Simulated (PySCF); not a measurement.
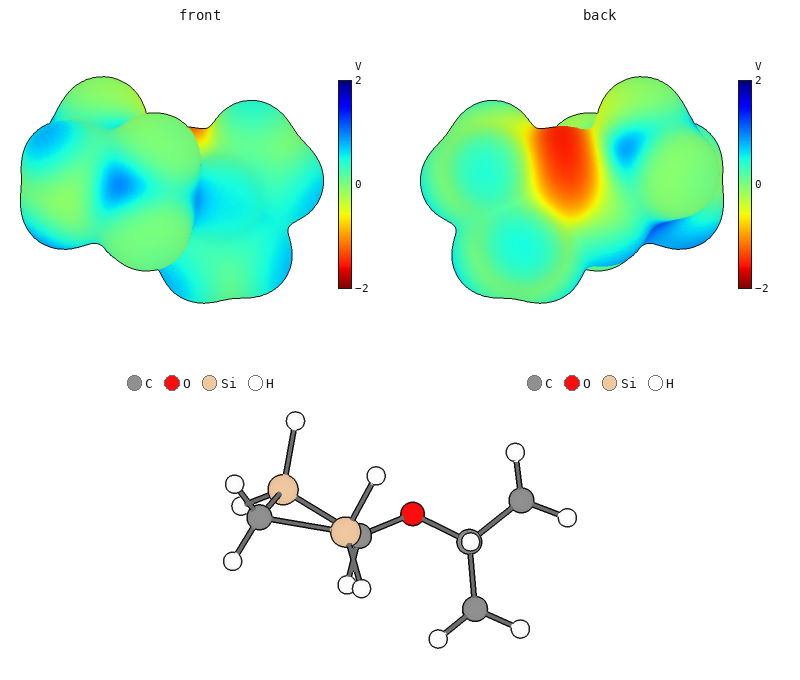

Figure. C₅H₁₄OSi₂. The electrostatic potential painted on the density surface at 0.002 e/bohr³, seen from the front and from behind; the colour scale runs from red (negative) to blue (positive). The bare structure is drawn below in the same view.

Geometry: PBE0-D3(BJ)/def2-SVP.

Method: PBE0/pcSseg-1, SCF density, gas phase, non-relativistic in PySCF 2.14.0.

Input

```
{"job": {"kind": "nmr", "xc": "PBE0", "basis": "pcSseg-1"}, "charge": 0, "multiplicity": 1}
C     -2.121799     0.408958    -1.235652
C     -1.527600     0.527127     0.159346
C     -2.586264     0.560234     1.241330
O     -0.671705    -0.554528     0.463485
C      0.543991    -0.566642    -0.212699
Si     1.850015     0.850641    -0.112417
C      3.211947    -0.474056    -0.215248
Si     1.926497    -1.736677     0.395224
H     -2.815009     1.239746    -1.434823
H     -2.675434    -0.538415    -1.329785
H     -1.344273     0.433508    -2.013923
H     -0.931866     1.466471     0.209964
H     -3.180079    -0.366558     1.217033
H     -2.114718     0.638406     2.231120
H     -3.265323     1.413980     1.102196
H      0.431306    -0.780320    -1.302417
H      1.838353     1.895792    -1.185189
H      1.841319     1.520320     1.224839
H      4.116827    -0.327375     0.390031
H      3.513958    -0.666330    -1.257835
H      1.972401    -3.113322    -0.189074
H      1.930600    -1.830937     1.885853
```

Launched as:

```sh
OMP_NUM_THREADS=1 python probes_run.py task.json out
```

### Where is the surface potential most negative and most positive?

The most negative region (about −1.5 V) lies over O4, the most positive (about +1.1 V) over Si6 and Si8. O4 is the likeliest acceptor of a hydrogen bond.

### How polar is the molecule by this calculation?

Its dipole moment is 1.26 D.
